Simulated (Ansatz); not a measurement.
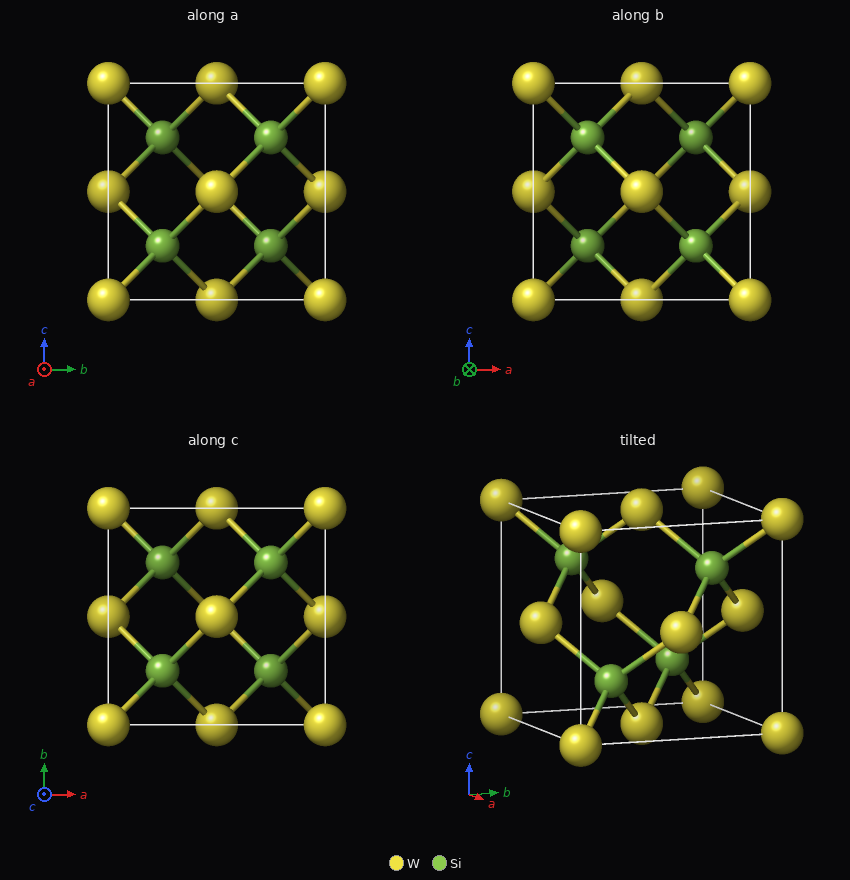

Shown here is a ball-and-stick view of the crystal, taken along the a axis, along the b axis, along the c axis and slightly off an axis. The wireframe shows the conventional unit cell.

Lattice parameters: a = 5.5209 Å, b = 5.5209 Å, c = 5.5209 Å, α = 90.000°, β = 90.000°, γ = 90.000°.

> Give the structure in the form of a CIF with its space group and independent sites.

```cif
data_structure
_symmetry_space_group_name_H-M 'F -4 3 m'
_symmetry_Int_Tables_number 216
_cell_length_a 5.5209
_cell_length_b 5.5209
_cell_length_c 5.5209
_cell_angle_alpha 90.000
_cell_angle_beta 90.000
_cell_angle_gamma 90.000
_cell_volume 168.28
loop_
_atom_site_label
_atom_site_type_symbol
_atom_site_symmetry_multiplicity
_atom_site_Wyckoff_symbol
_atom_site_fract_x
_atom_site_fract_y
_atom_site_fract_z
_atom_site_occupancy
W1 W 4 a 0.0000 0.0000 0.0000 1
Si1 Si 4 d 0.2500 0.2500 0.7500 1
```

Starting structure: a structure type filled with these elements by a generator (whether the compound takes this form wasn't checked). The geometry comes from a coarse first relaxation with DFT PBEsol, scalar-relativistic, plane waves, PAW in Ansatz.
